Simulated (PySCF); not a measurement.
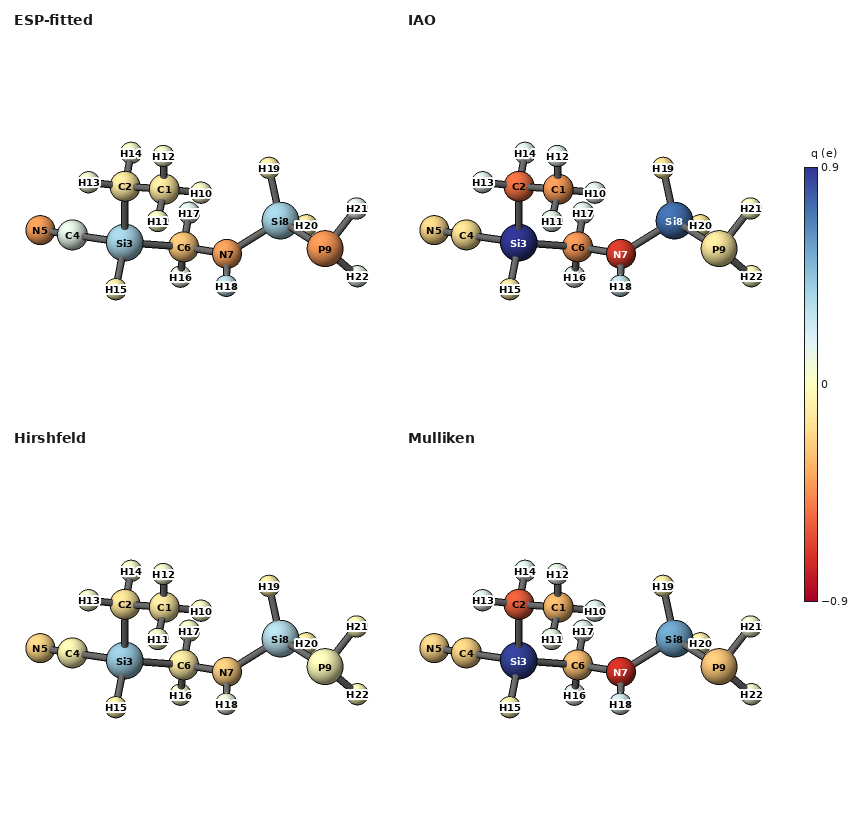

Atomic charges of one calculation by 4 schemes, on one colour scale. The geometry was computed by an optimisation with GFN2-xTB. No frequency run is at hand to confirm it as a minimum. Level of theory: PBE0/pcSseg-1 (PySCF 2.14.0).

Question: On which atom do the schemes disagree most?

Answer: On Si3 (from 0.37 to 0.89 e).

List the charges (e), one line for each set of equivalent atoms.

```tsv
atom	ESP-fitted	IAO	Hirshfeld	Mulliken
C1	−0.11	−0.41	−0.12	−0.30
C2	−0.12	−0.53	−0.15	−0.57
Si3	0.37	0.89	0.41	0.85
C4	0.14	−0.16	−0.04	−0.21
N5	−0.39	−0.20	−0.21	−0.21
C6	−0.27	−0.41	−0.10	−0.28
N7	−0.39	−0.68	−0.24	−0.71
Si8	0.37	0.72	0.31	0.54
P9	−0.41	−0.11	−0.02	−0.26
H10	0.04	0.14	0.03	0.16
H11	0.02	0.14	0.04	0.12
H12	0.05	0.15	0.04	0.12
H13	0.06	0.15	0.04	0.15
H14	0.05	0.15	0.04	0.15
H15	−0.07	−0.11	−0.07	−0.04
H16	0.11	0.14	0.04	0.15
H17	0.15	0.15	0.05	0.15
H18	0.29	0.26	0.11	0.21
H19	−0.06	−0.14	−0.08	−0.07
H20	−0.11	−0.15	−0.09	−0.07
H21	0.14	0.00	−0.01	0.06
H22	0.14	0.00	−0.01	0.06
```

The geometry is semi-empirical. Around P, Si such bond lengths and angles can be off by a tenth of an ångström or more and by several degrees, and values that hang on the shape move with them.
